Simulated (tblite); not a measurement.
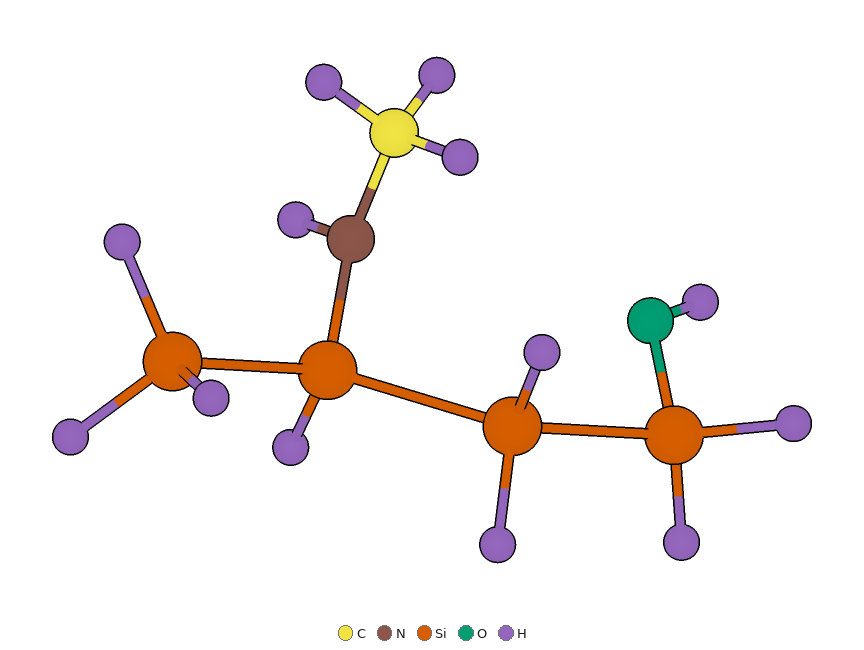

The picture comes from a calculation with tblite.

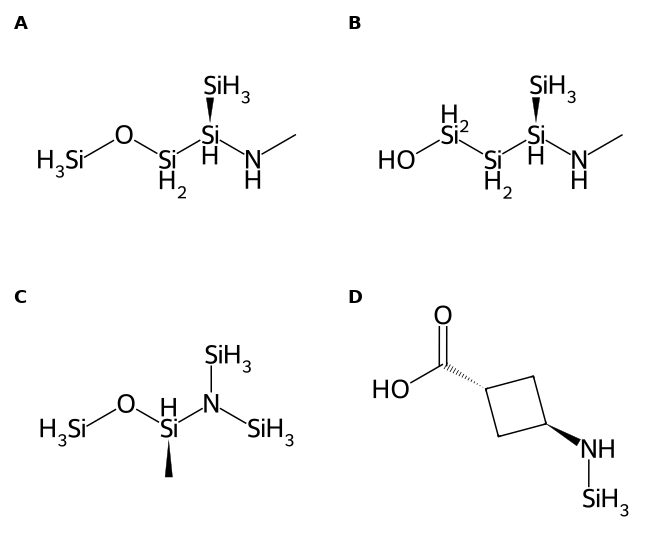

The first picture shows one of the molecules drawn in the second. Which?

B, `CN[Si@H]([SiH3])[SiH2][SiH2]O`.
